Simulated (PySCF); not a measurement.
[CrSF4]- (CrF4S, charge −1, doublet).

Level of theory: PBE0/def2-SVPD (PySCF), at a geometry from GFN2-xTB. This is a single-reference result, which may miss multireference character in this system. No frequency check shows the geometry to be a minimum. For an anion such functionals hold the outermost electrons too loosely, so the response is rough. The stability of the open-shell solution wasn't checked. GFN2-xTB bond lengths at metals and heavier atoms can be off by up to 0.1 Å and shapes distorted, which carries into these values. GFN2-xTB doesn't know the spin state, so this open-shell geometry is rough.

Geometry (Å), atoms numbered from 1:

```
Cr1      0.2046   -0.0002    0.0003
S2      -1.8653    0.0078   -0.0079
F3       0.6813   -1.7541   -0.0981
F4       0.6837   -0.1056    1.7521
F5       0.7003    1.7475    0.1061
F6       0.7051    0.0987   -1.7468
```

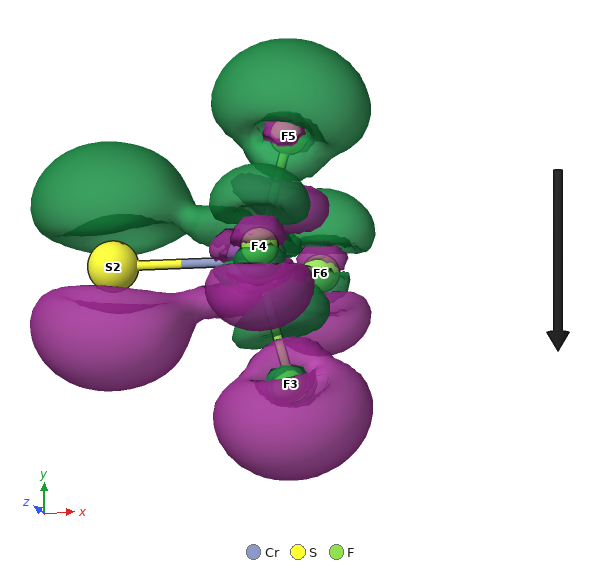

Change of the electron density in a uniform field of 0.15 V/Å along −y (arrow), surfaces at ±0.0008 e/Å³ (green: gain, purple: loss).

### What dipole is induced, and what polarisability does it imply?

The induced dipole is 0.46 D (along the field); α along this axis, from the fields in both directions, is 60 bohr³ (8.9 Å³).

### Which atoms gain and lose the most charge?

Electrons gather most on F5 (Hirshfeld charge changes by −0.011 e) and leave F3 most (+0.011 e); 0.038 electrons are displaced in all.
